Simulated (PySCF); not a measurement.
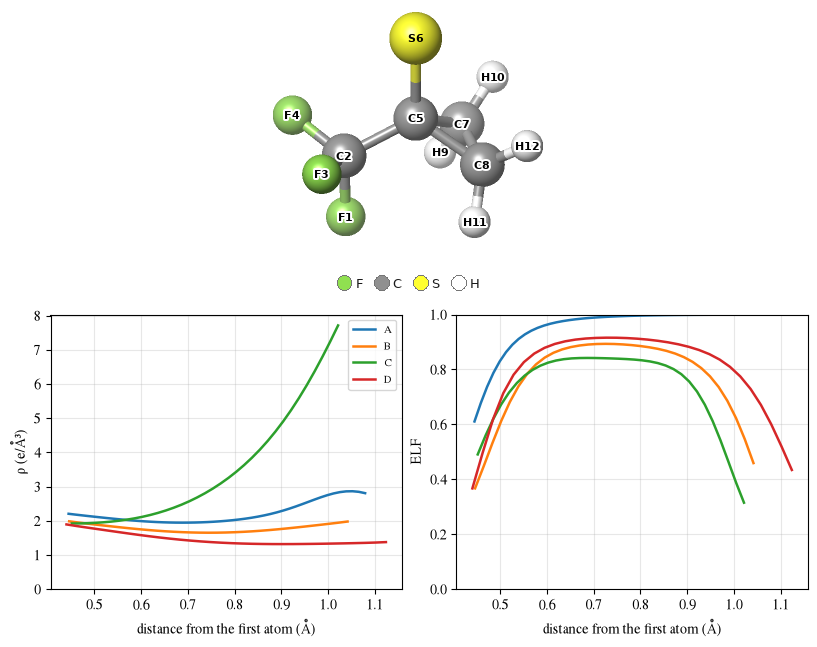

*C₄H₄F₃S (doublet). Electron density and electron localisation function along straight lines between neighbouring atoms. The curves leave out the atomic cores. The structure is drawn too.*

Geometry: GFN2-xTB.

Computed with PySCF 2.14.0, density-fitted response routines, UKS B3LYP, pcH-1 on C F H S, non-relativistic, mean-field spin-orbit, GIAO.

```xyz
12

F     1.3550    0.3725   -1.4098
C     1.4118   -0.1338   -0.1653
F     2.2653    0.6415    0.5162
F     1.9855   -1.3389   -0.2767
C     0.0494   -0.2015    0.4833
S     0.0832   -0.8613    2.1171
C    -1.1414   -0.4845   -0.4083
C    -0.9485    0.8850    0.1403
H    -0.9398   -0.6622   -1.4545
H    -1.9182   -1.1051    0.0110
H    -0.6095    1.6699   -0.5199
H    -1.5915    1.2176    0.9408
```

**Which curve belongs to which contact (C–C, C–F, C–H and C–S)? The first atom named is at distance zero.**

Curve A: C–H (1.08 Å): ρ is about 2.1 e/Å³ halfway; the ELF climbs to about 1 towards the hydrogen, as it does in any bond to H (a covalent bond by its length). Curve B: C–C (1.49 Å): the density is about 1.6 e/Å³ at the midpoint; the ELF peaks at about 0.90 between the atoms (a covalent bond). Curve C: C–F (1.34 Å): the density is about 2.4 e/Å³ at the midpoint; the ELF peaks at about 0.85 between the atoms, as expected for a polar covalent bond. Curve D: C–S (1.76 Å): ρ at the midpoint is about 1.3 e/Å³; the ELF peaks at about 0.90 between the atoms (a shared electron pair).
